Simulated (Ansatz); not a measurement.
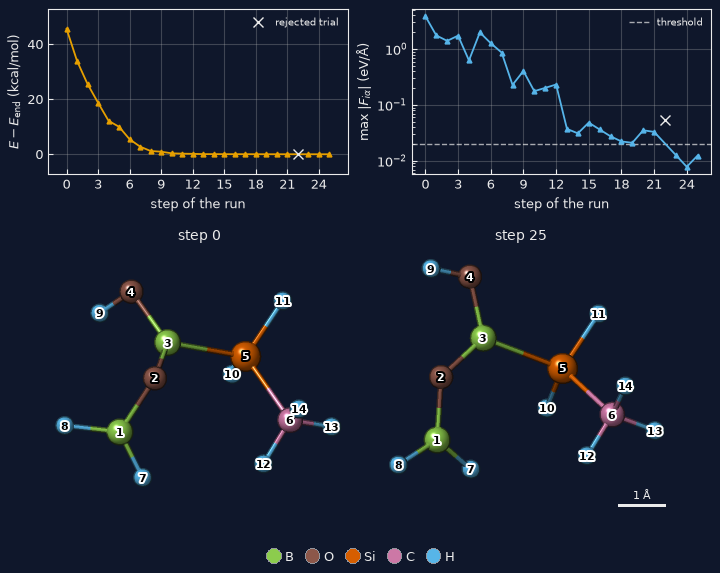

First and last geometry of a relaxation of CH$_{8}$B$_{2}$O$_{2}$Si, with the history of the run. A ball-and-stick model, seen at a tilt.

The run prepares an end point of a later path (hydrogen shift) calculation, from a guessed geometry.

All numbers below come from Ansatz, RKS revPBE-D4/def2-SVP. Settings: no spin polarisation; force threshold 0.02 eV/Å; at most 50 steps.

**Read the history and describe the run.**

It converged. After 24 accepted moves (25 points after the start) the energy has fallen by 45.6 kcal/mol. Largest force component: 3.9 eV/Å at the start, 0.012 eV/Å at the end. The line search rejected the trial step at point 22 of the run. H9 moves most after the best rigid fit: 1.60 Å. Largest moves by element: H 1.60 Å, O 1.07 Å, B 0.41 Å, Si 0.31 Å, C 0.27 Å. Near-neighbour distances that change, for instance: B1–O2 1.467 → 1.368 Å, B1–H7 1.136 → 1.221 Å, Si5–H10 1.443 → 1.510 Å, B3–Si5 1.981 → 2.047 Å. Among the angles between lasting bonds that change: B1–O2–B3 104.5° → 127.9°, B3–O4–H9 100.9° → 110.9°, O2–B3–O4 124.0° → 116.5°. Groups turn about B1–O2 by about 95°, B3–O4 by about 85°, O2–B3 by about 75°. The run took 51 s on 2 threads of Intel(R) Xeon(R) Platinum 8488C (Sapphire Rapids) (shared host), peak memory 0.19 GiB.
